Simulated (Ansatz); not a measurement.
The figure comes from a scan of GaN (wurtzite): volume and axial ratio are varied about the relaxed values (subscript 0). Level of theory: r2SCAN (plane waves to 500 eV, PAW, scalar-relativistic; Ansatz, a program for electronic structure). k mesh 12×12×7 (Γ-centred), Fermi-Dirac smearing 0.05 eV. Energies are smeared free energies. As the atoms are clamped, bonds stretch with the cell, which overstates energies and stresses. GaN was relaxed with its symmetry unable to fall. ΔE is measured from the relaxed starting cell.

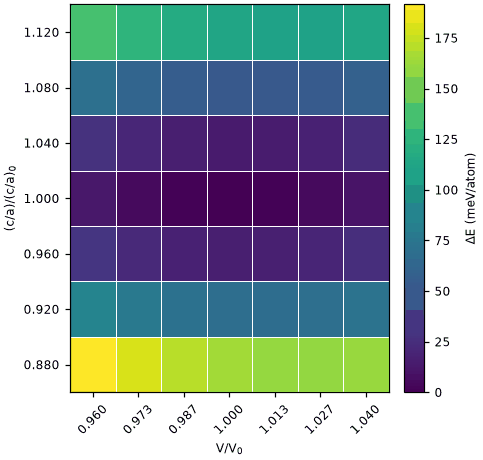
Fig. 1. ΔE (meV/atom), one tile a computed point.

Problem. List the plotted points as numbers.

Solution. To the nearest 20:

ΔE (meV/atom), with V/V₀ across and (c/a)/(c/a)₀ down:

| (c/a)/(c/a)₀ \ V/V₀ | 0.960 | 0.973 | 0.987 | 1.000 | 1.013 | 1.027 | 1.040 |
|---|---|---|---|---|---|---|---|
| 0.880 | 200 | 180 | 180 | 160 | 160 | 160 | 160 |
| 0.920 | 80 | 80 | 80 | 60 | 60 | 60 | 80 |
| 0.960 | 20 | 20 | 20 | 20 | 20 | 20 | 20 |
| 1.000 | 20 | 0 | 0 | 0 | 0 | 0 | 20 |
| 1.040 | 20 | 20 | 20 | 20 | 20 | 20 | 20 |
| 1.080 | 80 | 60 | 60 | 60 | 60 | 60 | 60 |
| 1.120 | 140 | 120 | 120 | 120 | 120 | 120 | 120 |

(Under strain, the slope of the energy per volume gives the stress and its curvature an elastic modulus.)
